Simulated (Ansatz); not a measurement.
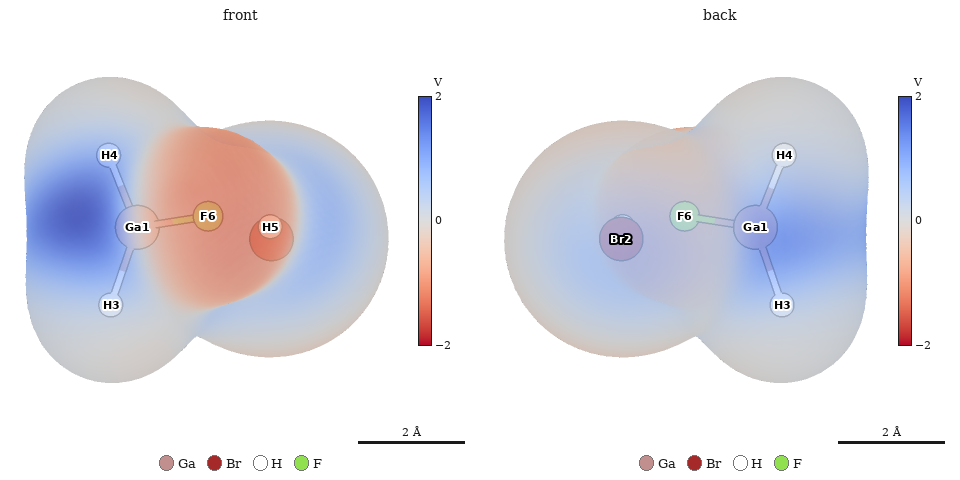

FGaH2···HBr. The electrostatic potential painted on the density surface at 0.001 e/bohr³, seen from the front and from behind; red is negative and blue positive.

Method: UKS B3LYP-D4/def2-SVP in Ansatz 0.2.0.

```xyz
6

Ga   -0.4496   -0.6457    0.4519
Br    0.5966    0.9148   -1.8473
H     0.3721   -1.9612    0.3057
H    -1.9657   -0.2906    0.3988
H     0.9029    1.2759   -0.4623
F     0.5437    0.7067    1.1533
```

Q: Which sites attract a positive test charge, and which a negative one?

A: A positive charge is drawn to the negative regions and a negative charge to the positive ones. The most negative region (about −1.2 V) lies over F6, the most positive (about +1.9 V) over Ga1. Br2 shows a σ-hole: about +0.6 V at the tip opposite its bond, against about 0.0 V on its flanks.
